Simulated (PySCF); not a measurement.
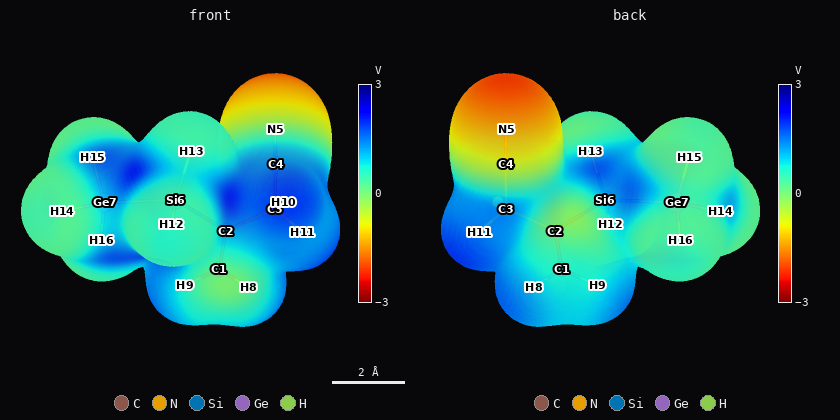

Figure. C$_{4}$H$_{9}$GeNSi (SMILES C=C(CC#N)[SiH2][GeH3]). The molecular electrostatic potential painted on the density surface at 0.004 e/bohr³, seen from the front and from behind; red is negative and blue positive.

Geometry: GFN2-xTB.

Theory: PySCF 2.14.0, wB97X-D/def2-SVPD, SCF density, gas phase.

```xyz
16

C    -0.4039   -0.8938   -1.5385
C    -0.6326    0.0725   -0.6623
C    -2.0440    0.5120   -0.3550
C    -2.3876    0.0975    0.9811
N    -2.6362   -0.2532    2.0403
Si    0.7552    0.9606    0.2738
Ge    2.4947   -0.5015    0.8048
H    -1.1941   -1.3961   -2.0780
H     0.5989   -1.2258   -1.7592
H    -2.1252    1.6015   -0.4086
H    -2.7607    0.0653   -1.0513
H     1.2149    2.0571   -0.5928
H     0.1709    1.5626    1.4767
H     3.8577    0.1057    0.6438
H     2.4994   -0.9940    2.2184
H     2.5849   -1.7615   -0.0046
```

### Where is the surface potential most negative and most positive?

The most negative region (about −2.1 V) lies over N5, the most positive (about +2.1 V) over Si6. N5 is the likeliest acceptor of a hydrogen bond.

### How polar is the molecule by this calculation?

Its dipole moment is 3.89 D.
